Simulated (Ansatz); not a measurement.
## Electronic structure of CH6GaO (charge −1) in real space

The calculation's input:

```
crystal:
  periodic: [false, false, false]
  atoms:
    - {symbol: Ga, position_ang: [-0.243781, 0.538423, -1.278760]}
    - {symbol: O, position_ang: [0.937607, 0.028909, 0.112158]}
    - {symbol: C, position_ang: [0.359237, -0.509329, 1.236293]}
    - {symbol: H, position_ang: [-0.246360, -1.415204, 1.028357]}
    - {symbol: H, position_ang: [-0.317738, 0.194543, 1.762915]}
    - {symbol: H, position_ang: [1.131565, -0.808999, 1.968516]}
    - {symbol: H, position_ang: [0.693278, 1.095834, -2.464270]}
    - {symbol: H, position_ang: [-1.238529, 1.669493, -0.670033]}
    - {symbol: H, position_ang: [-1.075279, -0.793680, -1.695185]}
basis:
  gaussian: {orbitals: def2-TZVPD, initial_orbitals: start.molden}
total_charge: -1
hamiltonian: {xc: pbe0, dispersion: d4}
scf: {omitted_lower_state_checks: [starts]}
output: {forces: true, orbitals: {seedname: orbitals}}
```

Run with:

```sh
ansatz run in.yaml --threads 4 --pin off --events-out ev --progress --plain --max-ram 3916MiB
```

Geometry: PBE0-D4/def2-TZVPD.

Theory: RKS PBE0-D4/def2-TZVPD (Ansatz 0.2.0).

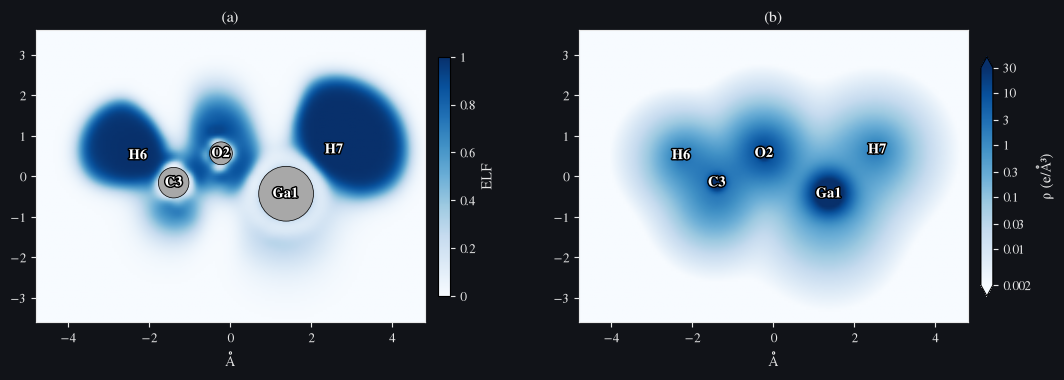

Figure 1. (a) ELF; (b) total electron density on the plane of atoms O2, C3 and H6. Grey discs cover the atomic cores in the ELF map.

What does the map show?

Answer. Atoms in the plane: Ga, O, C and H.
C–O (1.37 Å): the density is about 2.2 e/Å³ at the midpoint, with its minimum of 2 e/Å³ about 0.5 Å from C; the ELF peaks at about 0.90 between the atoms: a shared but strongly polarised pair.
Ga–O (1.89 Å): ρ at the midpoint is about 0.71 e/Å³; the ELF peaks at about 0.85 in the valence shell of O, 0.6 Å from its nucleus, and is about 0.25 at the midpoint.
C–H (1.11 Å): the density is about 1.9 e/Å³ at the midpoint; the ELF climbs to about 1 towards the hydrogen, as it does in any bond to H; a covalent bond by its length.
Ga–H (1.61 Å): ρ at the midpoint is about 0.86 e/Å³; the ELF climbs to about 1 towards the hydrogen.
The ELF also peaks beside O2, away from the bonds: lone-pair regions.

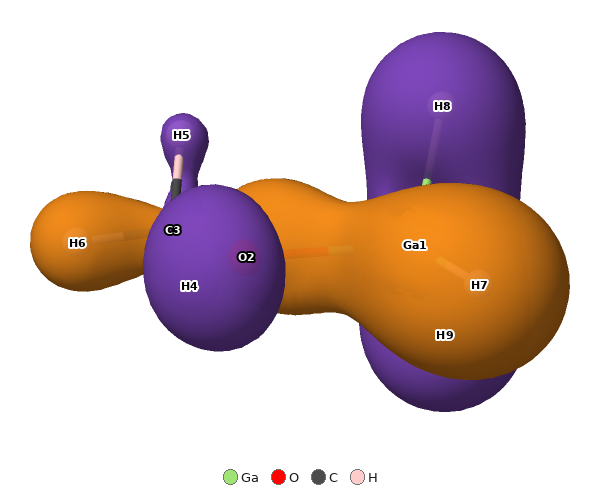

Figure 2. The HOMO−1 at ±0.1 Å⁻³ᐟ² (orange and purple are the two phases), seen at a tilt.

Where does this orbital lie, and at what energy?

Answer. It lies mainly on O2 (about 25 %), Ga1 (about 25 %), H7 (about 15 %), H9 (about 10 %) and H8 (about 10 %). Its energy is −2.46 eV.
